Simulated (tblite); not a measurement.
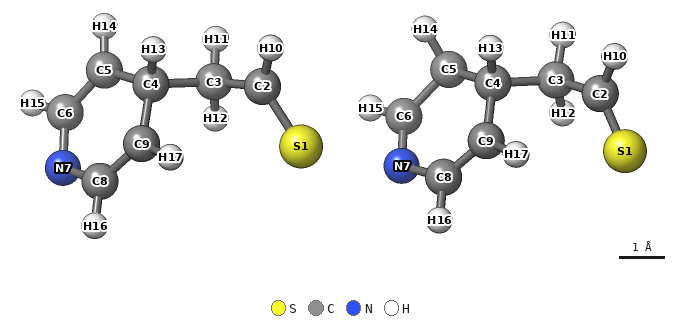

Two geometries of C₇H₈NS (multiplicity 2), drawn at one scale. One is the start of a relaxation, the other its converged end. The picture is a ball-and-stick view, seen from a free direction.

Theory: GFN2-xTB geometry optimisation, gas phase in tblite 0.8.0. 

### Which of the two is the end point?

The left one is the relaxed one. The energy falls by 54.7 kcal/mol in 72 geometry steps. H14 moves most after the best rigid fit: 0.63 Å. Largest moves by element: H 0.63 Å, S 0.38 Å, C 0.26 Å, N 0.08 Å. Some distances before and after: S1–C2 1.428 → 1.621 Å, C5–C6 1.484 → 1.363 Å, C3–C4 1.515 → 1.596 Å, N7–C8 1.412 → 1.337 Å. Among the angles between lasting bonds that change: C6–C5–H14 107.5° → 121.1°, C4–C5–H14 109.4° → 118.1°, C9–C4–H13 105.4° → 111.3°. Cost: 0.56 s on 1 thread of Arm Neoverse V1, with other jobs on the host.
